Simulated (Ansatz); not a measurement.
## Quasi-harmonic thermodynamics of AlFe (Pm-3m)

Aim: the lattice, expansion, heat capacity and bulk modulus of AlFe as it warms.

Program: Ansatz 0.2.0. Level of theory: DFT PBE, scalar-relativistic, plane waves, PAW. Results are calculated unless marked as measured.

## (1) Starting point

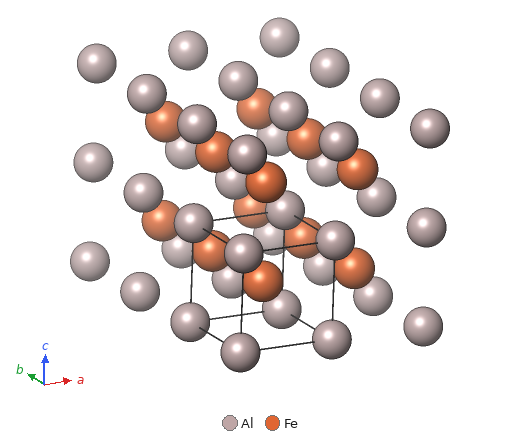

The starting structure, seen slightly off an axis (aluminium light grey, iron orange). 2×3×2 cells are drawn. Some periodic images of atoms are drawn too.

Structure file:

```cif
data_structure
_symmetry_space_group_name_H-M 'Pm-3m'
_symmetry_Int_Tables_number 221
_cell_length_a 2.9100
_cell_length_b 2.9100
_cell_length_c 2.9100
_cell_angle_alpha 90.000
_cell_angle_beta 90.000
_cell_angle_gamma 90.000
_cell_volume 24.64
loop_
_atom_site_label
_atom_site_type_symbol
_atom_site_symmetry_multiplicity
_atom_site_Wyckoff_symbol
_atom_site_fract_x
_atom_site_fract_y
_atom_site_fract_z
_atom_site_occupancy
Al1 Al 1 a 0.00000 0.00000 0.00000 1
Fe1 Fe 1 b 0.50000 0.50000 0.50000 1
```

## (2) A first coarse run

Before spending time, one coarse run tells the gap and the pressure of the starting cell.

input.yaml

```yaml
crystal:
  lattice:
    - [2.91, 0.0, 0.0]
    - [0.0, 2.91, 0.0]
    - [0.0, 0.0, 2.91]
  atoms:
    - { symbol: Al, position: [0.0, 0.0, 0.0] }
    - { symbol: Fe, position: [0.5, 0.5, 0.5], spin: 4.0 }
kpoints:
  mp_grid: { grid: [6, 6, 6] }
hamiltonian:
  xc: pbe
scf:
  occupations: { method: gaussian, width: 0.1 }
  lower_state_search: "off"
output:
  forces: true
  stress: true
  eigenvalues: true
  populations: true
magnetization:
  spin_polarized: true
```

Run with:

```bash
ansatz run input.yaml --threads 4 --pin off --max-ram 8192MiB --backend cpu --events-out ev --progress --plain --runs-dir out
```

Numbers of over 12 decimals in the logs are rounded to 6 here.

The log of the run:

```text
Engine: ansatz 0.2.0, aarch64-unknown-linux-gnu
Pseudopotentials: kind: paw
Pseudopotential: Al, paw, valence charge 3, recommended cutoff 420 eV (normal), Al.paw.azcp
Pseudopotential: Fe, paw, valence charge 16, recommended cutoff 420 eV (normal), Fe.paw.azcp
Functional definition: PBE
  parameter kappa = 0.804
  parameter beta = 0.066725
  exchange = pbe_x(kappa = kappa, mu = beta*pi^2/3)
  correlation = pbe_c(beta = beta)
Crystal: 2 atoms, lattice volume = 24.642 Å³
Basis set: ecut = 420 eV, 461 PW (Γ), exchange–correlation on 40×40×40 points (8 copies of the dense FFT grid, shifted against one another)
Bands: 16, of which v1, the nominal top of the filled ones, is band 10 counted from 1 (9 counted from 0)
Symmetry: 48 space group operations
Space group: Pm-3m (ITA 221), of the structure as read, at distance tolerance 2.9e-5 Å
Magnetic group: BNS 221.92 (UNI 1594), of the structure as read, at distance tolerance 2.9e-5 Å
k-points: 20 of 216
Non-local potential: Al, projectors of the file, l = 0: 2, l = 1: 2, l = 2: 1
Non-local potential: Fe, projectors of the file, l = 0: 3, l = 1: 2, l = 2: 3, l = 3: 1
PAW form: soft (Blöchl's): semilocal exchange-correlation on the pseudo side does not see the compensation charge
PAW one-centre angular grid: Al, 110 points (default); XC on 64 Gauss nodes
PAW one-centre angular grid: Fe, 590 points (default); XC on 64 Gauss nodes
Initial density: superposition of atomic densities (chi_scale 0.1, normalization cell)
Starting moments: Σ|m| = 4 μB on 1 of 2 sites
Initial wavefunctions: pseudopotential atomic-orbital guess
Functional: x = pbe(κ = 0.804, μ = 0.219515), c = pbe(β = 0.066725)
iter 1 solved again at ethr=1.49e-3 eV; its pass at ethr=3.10e-3 eV (dr2=2.82e-1 eV) is discarded
SCF iter   1: F=—  HF=-5017.938109 eV  |F-HF|=—  |Δ(HF+E_count)|=         —  Δρ=9.72e-2 (↑9.47e-2 ↓9.72e-2)  dr2=2.82e-1  dr2_m=2.03e0  M=2.338 μB ∫|m|=2.633 μB  β_m=0.30  ethr=1.49e-3  ⟨swp⟩=1.0  Hψ=3826  notcnv=0
Mixer restart at iter 1: flushing history
preconditioner: auto → none  [metal: Δε(μ)=0.012 eV  Ē_g=10.427 eV  σ=0.100 eV  W_gap=0.07  n_scr=6 (ndim 8)  ℏωp=24.8 eV  f_vac=0.000  D(μ)=3.31/eV (n_scr^D=56)  sad-step TF]
spin-set hold released at iteration 1 (the charge has settled, or the pull on large starting moments outlasts its swing): the magnetisation degrees of freedom join the quasi-Newton model from the next iteration; the mixer history was flushed
SCF iter   2: F=—  HF=-5018.110665 eV  |F-HF|=—  |Δ(HF+E_count)|=   1.73e-1  Δρ=8.47e-2 (↑8.47e-2 ↓7.98e-2)  dr2=1.98e-1  dr2_m=1.49e0  M=2.126 μB ∫|m|=2.479 μB  β_m=0.40  ethr=1.48e-3  ⟨swp⟩=2.0  Hψ=885  notcnv=0
SCF iter   3: F=—  HF=-5018.673207 eV  |F-HF|=—  |Δ(HF+E_count)|=   5.63e-1  Δρ=7.88e-2 (↑1.46e-2 ↓7.88e-2)  dr2=1.73e0  dr2_m=2.81e-1  M=1.491 μB ∫|m|=1.899 μB  β_m=0.41  ethr=1.04e-3  ⟨swp⟩=2.6  Hψ=1368  notcnv=0  defer=12
SCF iter   4: F=—  HF=-5018.589109 eV  |F-HF|=—  |Δ(HF+E_count)|=   8.41e-2  Δρ=4.58e-2 (↑4.58e-2 ↓8.13e-3)  dr2=2.94e-1  dr2_m=1.50e-1  M=0.824 μB ∫|m|=1.222 μB  β_m=0.49  ethr=1.04e-3  ⟨swp⟩=3.1  Hψ=1499  notcnv=0  defer=50
SCF iter   5: F=—  HF=-5018.594207 eV  |F-HF|=—  |Δ(HF+E_count)|=   5.10e-3  Δρ=1.37e-2 (↑1.37e-2 ↓7.11e-3)  dr2=3.27e-2  dr2_m=1.77e-2  M=0.712 μB ∫|m|=0.968 μB  β_m=0.70  ethr=1.04e-3  ⟨swp⟩=2.1  Hψ=1026  notcnv=0  defer=52
SCF iter   6: F=—  HF=-5018.613465 eV  |F-HF|=—  |Δ(HF+E_count)|=   1.93e-2  Δρ=1.19e-2 (↑1.19e-2 ↓7.93e-3)  dr2=2.31e-3  dr2_m=2.20e-2  M=0.749 μB ∫|m|=0.927 μB  β_m=0.85  ethr=1.72e-4  ⟨swp⟩=2.5  Hψ=1060  notcnv=0  defer=55
SCF iter   7: F=—  HF=-5018.614928 eV  |F-HF|=—  |Δ(HF+E_count)|=   1.46e-3  Δρ=1.08e-2 (↑1.08e-2 ↓9.65e-3)  dr2=6.42e-4  dr2_m=2.28e-2  M=0.698 μB ∫|m|=0.760 μB  β_m=0.74  ethr=1.22e-5  ⟨swp⟩=2.0  Hψ=1133  notcnv=0  defer=55
SCF iter   8: F=—  HF=-5018.620084 eV  |F-HF|=—  |Δ(HF+E_count)|=   5.16e-3  Δρ=5.41e-3 (↑5.41e-3 ↓5.33e-3)  dr2=1.91e-4  dr2_m=6.34e-3  M=0.726 μB ∫|m|=0.806 μB  β_m=0.87  ethr=3.38e-6  ⟨swp⟩=2.1  Hψ=920  notcnv=0  defer=56
SCF iter   9: F=—  HF=-5018.621689 eV  |F-HF|=—  |Δ(HF+E_count)|=   1.61e-3  Δρ=1.14e-3 (↑7.16e-4 ↓1.14e-3)  dr2=7.55e-5  dr2_m=1.87e-4  M=0.742 μB ∫|m|=0.838 μB  β_m=0.94  ethr=1.01e-6  ⟨swp⟩=2.0  Hψ=860  notcnv=0  defer=56
SCF iter  10: F=—  HF=-5018.621724 eV  |F-HF|=—  |Δ(HF+E_count)|=   3.45e-5  Δρ=2.72e-4 (↑2.72e-4 ↓2.00e-4)  dr2=6.59e-7  dr2_m=1.24e-5  M=0.744 μB ∫|m|=0.843 μB  β_m=0.97  ethr=3.97e-7  ⟨swp⟩=1.4  Hψ=712  notcnv=0  defer=56
SCF iter  11: F=—  HF=-5018.621745 eV  |F-HF|=—  |Δ(HF+E_count)|=   2.14e-5  Δρ=8.20e-5 (↑5.95e-5 ↓8.20e-5)  dr2=2.25e-7  dr2_m=1.08e-6  M=0.744 μB ∫|m|=0.841 μB  β_m=0.98  ethr=3.47e-9  ⟨swp⟩=2.3  Hψ=951  notcnv=0  defer=56
iter 12 did not close the SCF: its close was put off for a magnetic moment that had not settled (scf_convergence_deferred on its scf_iter line)
SCF iter  12: F=-5018.621746 eV  HF=-5018.621746 eV  |F-HF|=1.45e-10  |Δ(HF+E_count)|=   3.80e-7  Δρ=1.33e-5 (↑1.33e-5 ↓4.60e-6)  dr2=1.13e-8  dr2_m=1.79e-8  M=0.744 μB ∫|m|=0.841 μB  β_m=0.99  ethr=5.26e-10  ⟨swp⟩=7.6  Hψ=2545  notcnv=0
SCF iter  13: F=-5018.621746 eV  HF=-5018.621746 eV  |F-HF|=1.24e-9  |Δ(HF+E_count)|=   1.18e-8  Δρ=3.84e-6 (↑1.66e-6 ↓3.84e-6)  dr2=2.01e-9  dr2_m=1.56e-9  M=0.744 μB ∫|m|=0.841 μB  ethr=5.95e-11  ⟨swp⟩=1.9  Hψ=1728  notcnv=0
SCF 1 converged in 13 iterations: F = -5018.621746 eV  dr2 = 2.01e-9
  greatest PAW one-centre occupation: 1.001 electrons in one spin orbital (limit 2), on the Fe atom at site 1 (counted from 0), in its partial waves of l = 1
SCF converged after 13 iterations
Magnetization: 0.7439 μB (9.8720 up, 9.1280 down)
Absolute magnetization: 0.8410 μB (∫|ρ↑−ρ↓|, with the PAW one-centre terms)
Spin contamination: 0.0091 ħ² per cell (⟨S²⟩ above its minimum at these occupations)
Per-site moments (μB) at R_I (Å): [(-0.026069, 1.039555), (0.772291, 1.039555)]
Free energy (F): -5018.621746 eV
Harris-Foulkes:  -5018.621746 eV  (|F-HF|=1.24e-9)
Internal energy: -5018.612375 eV  (E = F + TS)
E sigma→0 (E₀):  -5018.617060 eV
Entropy (-TS):   -0.009370 eV (-4.685 meV/atom)
Fermi energy:    13.444273 eV
--- Per-component energies (eV) ---
  E_band       = -258.544267
  E_kinetic    = 379.792209
  E_local      = -2783.603213  (includes V_loc(G=0)·N_el)
  E_nonlocal   = 226.656707
  E_hartree    = 1202.055856
  E_xc         = -159.278676
  E_vxc        = -182.951429  (∫ρ·V_xc dr)
  E_paw        = -1833.474938  (= ΣΔE_a)
  E_vpaw       = -302.554108  (= ΣTr[D̂ρ^β])
  E_aug_tail   = 0.000782  (compensation charges beyond the density's cutoff)
  E_ewald      = -2050.761102
  E_smearing   = -0.009370  (= −TS)
  E_closure    = -0.000000  (closes the sum)
  Σ components = -5018.621746   (vs F -5018.621746, Δ=0.00e0)
--- Forces (eV/Å), atoms counted from 1 ---
  atom   1  Al    -0.00000000     0.00000000    -0.00000000
  atom   2  Fe     0.00000000     0.00000000    -0.00000000
  max |Σ_I F_I| component: 3.25e-29 eV/Å
--- Stress (GPa, compression-positive) ---
       -5.960009      -0.000000       0.000000
        0.000000      -5.960009      -0.000000
        0.000000       0.000000      -5.960009
  P = ⅓ Tr σ = -5.9600 GPa (-59.600 kbar)
--- Band table (eV; the first three rows and the last of 40) ---
  k-point 0 ↑: bands = [... 6 lower, 11.0797, 13.0056, 13.0056, 13.0056, 19.5705, 19.5705, 19.5705, 22.5699, ... 2 higher]
  k-point 1 ↑: bands = [... 6 lower, 11.2178, 12.7469, 12.7469, 13.0338, 16.8748, 20.2672, 20.2672, 22.4572, ... 2 higher]
  k-point 2 ↑: bands = [... 6 lower, 11.5135, 12.3048, 12.3048, 13.0909, 14.6906, 22.0440, 22.0440, 22.1829, ... 2 higher]
  k-point 19 ↓: bands = [... 6 lower, 10.3974, 14.4116, 14.4116, 16.4159, 16.4159, 16.4159, 17.2955, 19.5847, ... 2 higher]
--- Löwdin populations: 2 sites ---
  site symbol       q [e]    m [muB]
     0     Al      3.1650    -0.0508
     1     Fe     15.6714     0.7969
  spilling = 0.008613 (of n_electrons = 19.000000)
```

The job ended after 0.55 s (4 threads of Arm Neoverse V2, shared host; peak memory 0.26 GiB; 1.6 s of CPU time).

This step gave:

```
magnetization          : 0.7439 μB
absolute magnetization : 0.8410 μB
site moments           : -0.02607, 0.7723 μB
pressure               : -5.960 GPa
volume per atom        : 12.32 Å³
gap on the k-mesh      : 0 eV
```

Site moment by atom:

| atom | site moment (μB) |
| --- | --- |
| Al1 | -0.026 |
| Fe2 | 0.772 |

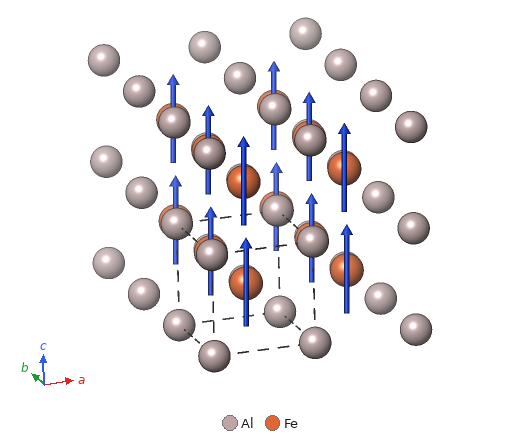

Site moment as arrows, the longest 0.772 μB. Up and down stand for the sign. Arrows give size and sign along the axis of quantisation, drawn up and down the page. 2×3×2 cells are drawn. Some periodic images of atoms are drawn too.

The start is under -6.0 GPa at this level and looks like a metal on this mesh.

## (3) Relaxation

The vibrations must be taken about the equilibrium of this functional, not about the starting cell, so the structure is relaxed.

input.yaml, the sections that differ from step 2:

```yaml
crystal:
  lattice:
    - [2.91, 0.0, 0.0]
    - [0.0, 2.91, 0.0]
    - [0.0, 0.0, 2.91]
  atoms:
    - { symbol: Al, position: [0.0, 0.0, 0.0] }
    - { symbol: Fe, position: [0.5, 0.5, 0.5], spin: 0.85 }
kpoints:
  mp_grid: { grid: [14, 14, 14] }
scf:
  occupations: { method: gaussian, width: 0.1 }
relax:
  adjacent_minimum: "off"
  f_tol: 0.005
  max_steps: 80
  cell: { stress_tol: 0.05 }
# hamiltonian, output, magnetization: as in step 2
```

The log of the run:

```text
[...]
Crystal: 2 atoms, lattice volume = 24.642 Å³
Basis set: ecut = 420 eV, 461 PW (Γ), exchange–correlation on 40×40×40 points (8 copies of the dense FFT grid, shifted against one another)
Bands: 14, of which v1, the nominal top of the filled ones, is band 10 counted from 1 (9 counted from 0)
Symmetry: 48 space group operations
[...]
k-points: 120 of 2744
[...]
Starting moments: Σ|m| = 0.85 μB on 1 of 2 sites
[...]
SCF iter   1: F=—  HF=-5018.116911 eV  |F-HF|=—  |Δ(HF+E_count)|=         —  Δρ=5.07e-2 (↑4.71e-2 ↓5.07e-2)  dr2=1.39e0  dr2_m=2.63e-2  M=0.831 μB ∫|m|=0.898 μB  β_m=0.30  ethr=3.10e-3  ⟨swp⟩=4.1  Hψ=15489  notcnv=0
[...]
SCF iter  12: F=-5018.608738 eV  HF=-5018.608738 eV  |F-HF|=1.03e-8  |Δ(HF+E_count)|=   3.51e-9  Δρ=3.72e-6 (↑3.24e-6 ↓3.72e-6)  dr2=1.12e-8  dr2_m=9.08e-11  M=0.696 μB ∫|m|=0.810 μB  ethr=3.14e-10  ⟨swp⟩=2.6  Hψ=10713  notcnv=0
SCF 1 converged in 12 iterations: F = -5018.608738 eV  dr2 = 1.12e-8
[...]
relax step   1: F+E_penalty+E_count = -5018.60873795 eV  Δ(F+E_penalty+E_count) = +0.000e0 eV  max|allowed force component| = 7.989e-29 eV/Å  Δτ_max = 0.0000 Å  P = -6.020 GPa  Ω = 24.642 Å³  (12 SCF iters, dr2 threshold 1.00e-7 eV, accepted)
Crystal: 2 atoms, lattice volume = 24.030 Å³
[...]
Starting moments: Σ|m| = 0.85 μB on 1 of 2 sites; this step starts from the density that it was given
[...]
SCF iter  10: F=-5018.624574 eV  HF=-5018.624574 eV  |F-HF|=1.81e-8  |Δ(HF+E_count)|=   6.48e-8  Δρ=5.34e-6 (↑3.95e-6 ↓5.34e-6)  dr2=1.97e-8  dr2_m=1.30e-10  M=0.678 μB ∫|m|=0.782 μB  ethr=3.22e-10  ⟨swp⟩=2.0  Hψ=11500  notcnv=0
SCF 2 converged in 10 iterations: F = -5018.624574 eV  dr2 = 1.97e-8
relax step   2: F+E_penalty+E_count = -5018.62457403 eV  Δ(F+E_penalty+E_count) = -1.584e-2 eV  max|allowed force component| = 4.273e-30 eV/Å  Δτ_max = 0.0000 Å  P = -2.032 GPa  Ω = 24.030 Å³  energy of the carried Pulay correction = +2.769e-4 eV  (10 SCF iters, dr2 threshold 2.00e-7 eV, accepted)
Crystal: 2 atoms, lattice volume = 23.730 Å³
[...]
SCF iter   8: F=-5018.626515 eV  HF=-5018.626515 eV  |F-HF|=1.64e-7  |Δ(HF+E_count)|=   1.08e-7  Δρ=1.60e-5 (↑1.25e-5 ↓1.60e-5)  dr2=1.78e-7  dr2_m=9.20e-10  M=0.671 μB ∫|m|=0.770 μB  ethr=3.41e-10  ⟨swp⟩=2.0  Hψ=10470  notcnv=0
SCF 3 converged in 8 iterations: F = -5018.626515 eV  dr2 = 1.78e-7
relax step   3: F+E_penalty+E_count = -5018.62651532 eV  Δ(F+E_penalty+E_count) = -1.941e-3 eV  max|allowed force component| = 5.243e-30 eV/Å  Δτ_max = 0.0000 Å  P = +0.131 GPa  Ω = 23.730 Å³  energy of the carried Pulay correction = +4.153e-4 eV  (8 SCF iters, dr2 threshold 2.00e-7 eV, accepted)
[...]
relax step   4: F+E_penalty+E_count = -5018.62651474 eV  Δ(F+E_penalty+E_count) = +5.834e-7 eV  max|allowed force component| = 2.064e-29 eV/Å  Δτ_max = 0.0000 Å  P = +0.003 GPa  Ω = 23.747 Å³  energy of the carried Pulay correction = +4.072e-4 eV  (7 SCF iters, dr2 threshold 4.27e-8 eV, accepted)
[...]
SCF iter   8: F=-5018.626172 eV  HF=-5018.626172 eV  |F-HF|=1.09e-11  |Δ(HF+E_count)|=  1.46e-11  Δρ=1.36e-7 (↑1.05e-7 ↓1.36e-7)  dr2=1.26e-11  dr2_m=7.98e-14  M=0.671 μB ∫|m|=0.770 μB  ethr=1.00e-12  ⟨swp⟩=3.9  Hψ=12622  notcnv=0
SCF 5 converged in 8 iterations: F = -5018.626172 eV  dr2 = 1.26e-11
relax step   5: F+E_penalty+E_count = -5018.62617200 eV  Δ(F+E_penalty+E_count) = +3.427e-4 eV  max|allowed force component| = 3.872e-29 eV/Å  Δτ_max = 0.0000 Å  P = -0.014 GPa  Ω = 23.747 Å³  stress off target by 1.36e-2 GPa  SCF on the basis re-selected at this cell (its energy is not comparable with the rows above)  (8 SCF iters)
basis re-selected at this cell: Δ(F+E_penalty+E_count) = +3.427e-4 eV, ΔP = -0.016 GPa vs the last step (what re-selecting the basis moved, of the pressure what is left beyond the Pulay correction that the steps carried, after the strain that the cell walked since its last selection, with what the two solves' SCF thresholds leave and, on support functions, any second-order correction that the steps lacked; it is no m [...]
SCF converged after 8 iterations
Magnetization: 0.6710 μB (9.8355 up, 9.1645 down)
Absolute magnetization: 0.7705 μB (∫|ρ↑−ρ↓|, with the PAW one-centre terms)
[...]
Per-site moments (μB) at R_I (Å): [(-0.026457, 1.026813), (0.703353, 1.026813)]
Free energy (F): -5018.626172 eV
[...]
Internal energy: -5018.615088 eV  (E = F + TS)
E sigma→0 (E₀):  -5018.620630 eV
Entropy (-TS):   -0.011084 eV (-5.542 meV/atom)
Fermi energy:    14.074064 eV
[...]
--- Stress (GPa, compression-positive) ---
       -0.013558       0.000000      -0.000000
        0.000000      -0.013558      -0.000000
       -0.000000      -0.000000      -0.013558
  P = ⅓ Tr σ = -0.0136 GPa (-0.136 kbar)
--- Band table (eV; the first three rows and the last of 240) ---
  k-point 0 ↑: bands = [... 6 lower, 11.5636, 13.7029, 13.7029, 13.7029, 20.3926, 20.3926, 20.3926, 23.3605]
  k-point 1 ↑: bands = [... 6 lower, 11.5921, 13.6453, 13.6453, 13.7089, 19.5566, 20.5311, 20.5311, 23.3344]
  k-point 2 ↑: bands = [... 6 lower, 11.6732, 13.4918, 13.4918, 13.7257, 18.1143, 20.9283, 20.9283, 23.2578]
  k-point 119 ↓: bands = [... 6 lower, 10.8409, 15.1030, 15.1030, 17.0582, 17.0582, 17.0582, 18.2429, 20.4087]
--- Relaxed structure (4 steps of the walk, 4 accepted, 1 SCFs on fresh bases) ---
  F+E_penalty+E_count = -5018.62617200 eV   max|allowed force component| = 3.872e-29 eV/Å   (the final SCF, on the basis selected at the relaxed cell)
  cell:  # Å, volume = 23.7471 Å³
    - [2.874331, 0, 0]
    - [0, 2.874331, 0.0]
    - [0, 0.0, 2.874331]
  atoms:
    - { symbol: Al, position: [0, 0, 0] }
    - { symbol: Fe, position: [0.500000, 0.500000, 0.500000] }
--- Löwdin populations: 2 sites ---
  site symbol       q [e]    m [muB]
     0     Al      3.1456    -0.0601
     1     Fe     15.6964     0.7312
  spilling = 0.008316 (of n_electrons = 19.000000)
```

Wall time 6.8 s (4 threads); peak memory 0.37 GiB.

Step by step:

| step | energy less that of the first step (eV) | largest force component (eV/Å) | pressure (GPa) | volume (Å³) |
| --- | --- | --- | --- | --- |
| 1 | 0.0000 | 0.0000 | -6.02 | 24.64 |
| 2 | -0.0158 | 0.0000 | -2.03 | 24.03 |
| 3 | -0.0178 | 0.0000 | 0.13 | 23.73 |
| 4 | -0.0178 | 0.0000 | 0.00 | 23.75 |
| 5* | -0.0174 | 0.0000 | -0.01 | 23.75 |

Relaxation steps marked * repeat the geometry before them on a plane-wave basis chosen anew for their cell, so energy and pressure can jump there.

The run keeps the 48 symmetry operations that it works with, so distortions that break them were not tested.

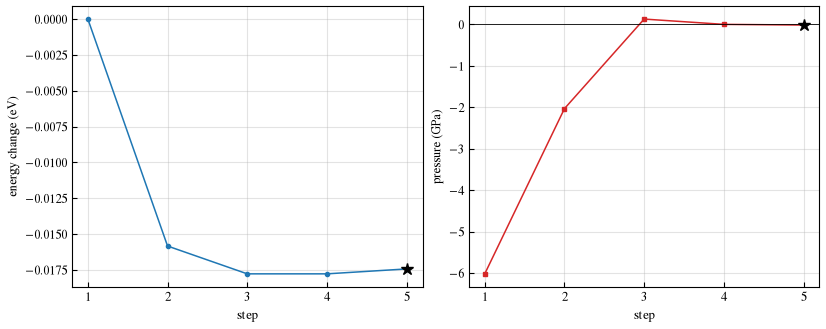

Energy and pressure along the relaxation. Stars mark steps on a basis chosen anew.

| conventional cell, symmetrised | before | after | change |
| --- | --- | --- | --- |
| a (Å) | 2.910 | 2.874 | -1.2 % |
| b (Å) | 2.910 | 2.874 | -1.2 % |
| c (Å) | 2.910 | 2.874 | -1.2 % |
| volume (Å³/atom) | 12.32 | 11.87 | -3.6 % |

The relaxed structure:

```xyz
2
Lattice="2.8743 0.0000 0.0000 0.0000 2.8743 0.0000 0.0000 0.0000 2.8743" Properties=species:S:1:pos:R:3 pbc="T T T"
Al    0.0000    0.0000    0.0000
Fe    1.4372    1.4372    1.4372
```

This step gave:

* magnetization: 0.6710 μB
* absolute magnetization: 0.7705 μB
* site moments: -0.02646, 0.7034 μB
* pressure: -0.01356 GPa
* volume per atom: 11.87 Å³

Site moment by atom:

| atom | site moment (μB) |
| --- | --- |
| Al1 | -0.026 |
| Fe2 | 0.703 |

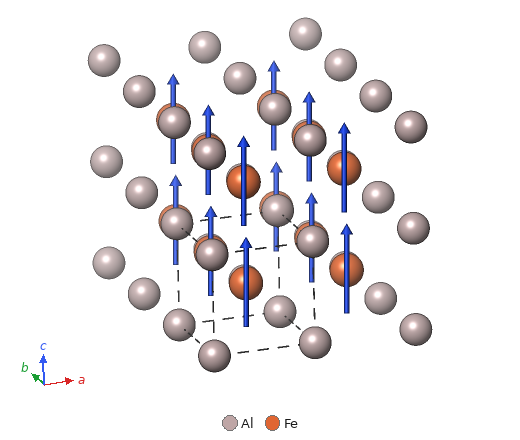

Site moment as arrows, the longest 0.703 μB. Up and down stand for the sign. Arrows give size and sign along the axis of quantisation, drawn up and down the page. 2×3×2 cells are drawn. Some periodic images of atoms are drawn too.

The relaxation ends with a pressure of -0.01 GPa.

## (4) Tight relaxation

The relaxation is repeated with tighter thresholds on force and stress, since phonons are sensitive to what is left; a change of mesh or smearing in the input moves the cell too.

input.yaml, the sections that differ from step 3:

```yaml
crystal:
  lattice:
    - [2.8743308795, 0.0, 0.0]
    - [0.0, 2.8743308795, 0.0]
    - [0.0, 0.0, 2.8743308795]
  atoms:
    - { symbol: Al, position: [0.0, 0.0, 0.0] }
    - { symbol: Fe, position: [0.5, 0.5, 0.5], spin: 0.77 }
kpoints:
  mp_grid: { grid: [16, 16, 16] }
scf:
  occupations: { method: gaussian, width: 0.15 }
relax:
  adjacent_minimum: "off"
  f_tol: 0.001
  max_steps: 60
  cell: { stress_tol: 0.01 }
# hamiltonian, output, magnetization: as in step 3
```

The log of the run:

```text
[...]
Crystal: 2 atoms, lattice volume = 23.747 Å³
Basis set: ecut = 420 eV, 461 PW (Γ), exchange–correlation on 40×40×40 points (8 copies of the dense FFT grid, shifted against one another)
Bands: 14, of which v1, the nominal top of the filled ones, is band 10 counted from 1 (9 counted from 0)
Symmetry: 48 space group operations
[...]
cell:  # Å, volume = 23.7619 Å³
    - [2.874928, 0, 0]
    - [0, 2.874928, 0]
    - [0, 0, 2.874928]
  atoms:
    - { symbol: Al, position: [0, 0, 0] }
    - { symbol: Fe, position: [0.5, 0.5, 0.5] }
--- Löwdin populations: 2 sites ---
  site symbol       q [e]    m [muB]
     0     Al      3.1474    -0.0626
     1     Fe     15.6949     0.7599
  spilling = 0.008300 (of n_electrons = 19.000000)
[key lines of the parts left out:]
SCF converged after 8 iterations
Magnetization: 0.6987 μB (9.8494 up, 9.1506 down)
Free energy (F): -5018.634234 eV
Fermi energy:    14.082147 eV
P = ⅓ Tr σ = -0.0003 GPa (-0.003 kbar)
```

The job ended after 6.6 s (4 threads; peak memory 0.4 GiB; 24 s of CPU time).

Little changed from the start: no atom moved by 0.005 Å and no cell edge by 0.1 %.

This step gave:

```yaml
magnetization: 0.6987 μB
absolute_magnetization: 0.7995 μB
site_moments: -0.02725, 0.7301 μB
pressure: -3.46e-4 GPa
volume_per_atom: 11.88 Å³
```

The residual pressure is -3.5e-4 GPa, small enough for phonons.

(Part 1 of 2 ends here.)

[Logs are printed without paths, hosts, clocks, repeated set-up lines and the standing remarks that a program may print on its own settings, such as how far it seeks lower states.]

[Hosts, paths, dates, database ids (printed as entryN), source tags and the programs' standing remarks are cut or masked in the printed files.]

[A step with changed settings may run another functional than the one named; its input shows which.]

[Pressures of single members of a volume series are the stress at the run's cutoff; with an incomplete basis they can lie off −dE/dV of the same runs, and they are not shown converged.]
